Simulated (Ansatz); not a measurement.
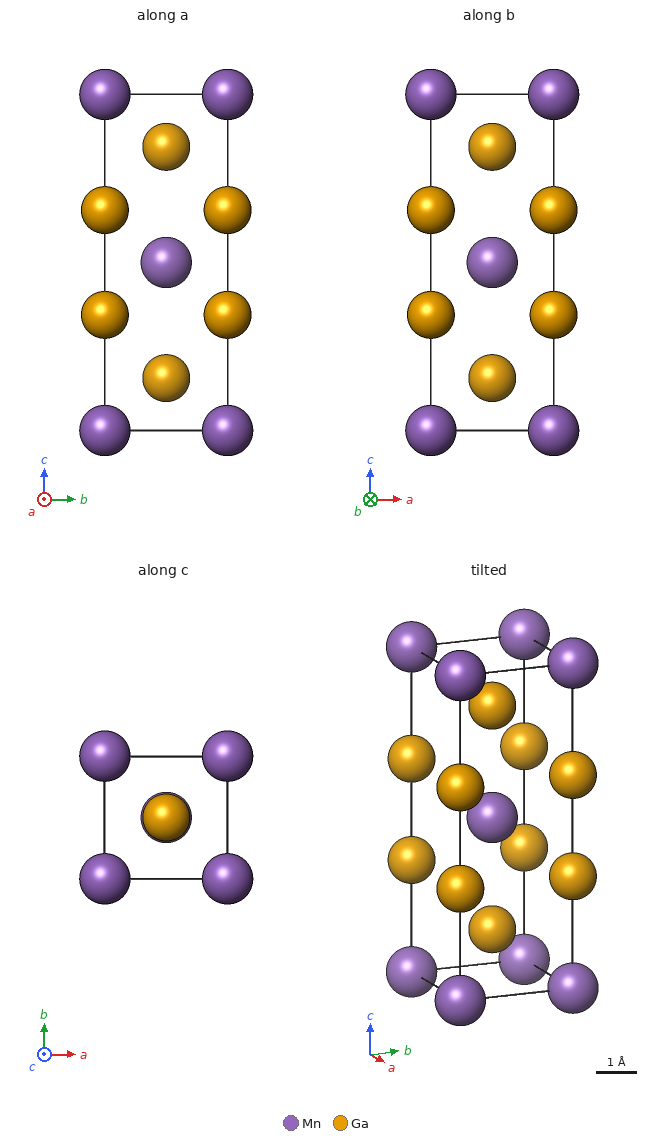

The crystal in a spheres-only representation, seen along the a axis, along the b axis, along the c axis and slightly off an axis. The edges of the conventional unit cell are marked.

Lattice parameters: a = 3.1147 Å, b = 3.1147 Å, c = 8.5317 Å, α = 90.000°, β = 90.000°, γ = 90.000°.

**Set out the cell and atoms as a CIF with its space group and independent sites, with free fractional coordinates to two decimals.**

```cif
data_structure
_symmetry_space_group_name_H-M 'I 4/m m m'
_symmetry_Int_Tables_number 139
_cell_length_a 3.1147
_cell_length_b 3.1147
_cell_length_c 8.5317
_cell_angle_alpha 90.000
_cell_angle_beta 90.000
_cell_angle_gamma 90.000
_cell_volume 82.77
loop_
_atom_site_label
_atom_site_type_symbol
_atom_site_symmetry_multiplicity
_atom_site_Wyckoff_symbol
_atom_site_fract_x
_atom_site_fract_y
_atom_site_fract_z
_atom_site_occupancy
Mn1 Mn 2 a 0.00 0.00 0.00 1
Ga1 Ga 4 e 0.50 0.50 0.16 1
```

Origin of the cell: a textbook structure type filled with these elements (whether it is the usual form wasn't checked). It is drawn as it came out of a relaxation with DFT PBE, scalar-relativistic, plane waves, PAW (Ansatz 0.2.0).
